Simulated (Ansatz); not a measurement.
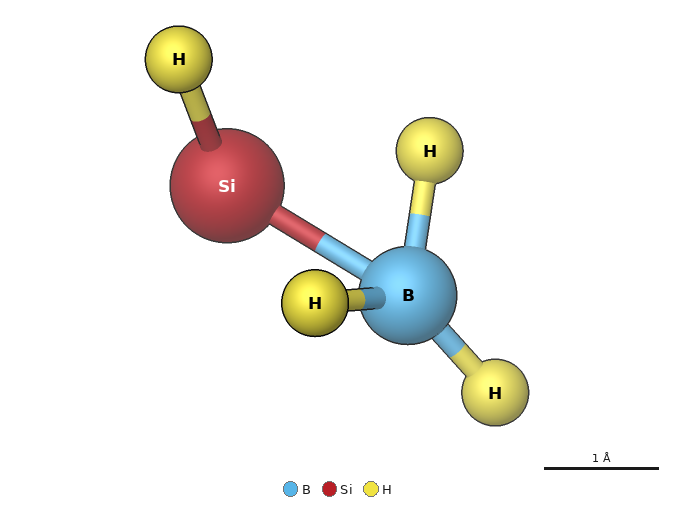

Depth is shown by fading: the farther an atom, the more it takes the colour of the background. State: charge +1, singlet. The computed structure is the end point of a PBE-D4/def2-SVP optimisation. No frequency run is at hand to confirm it as a minimum. Masses are those of the most abundant isotopes; constants are for the rigid equilibrium geometry.

**What kind of rotor is it, and what are its rotational constants in GHz?**

An asymmetric top (Cs): A = 109, B = 13.0, C = 12.8 GHz. Ray's parameter κ is −1.00, close to the prolate limit.
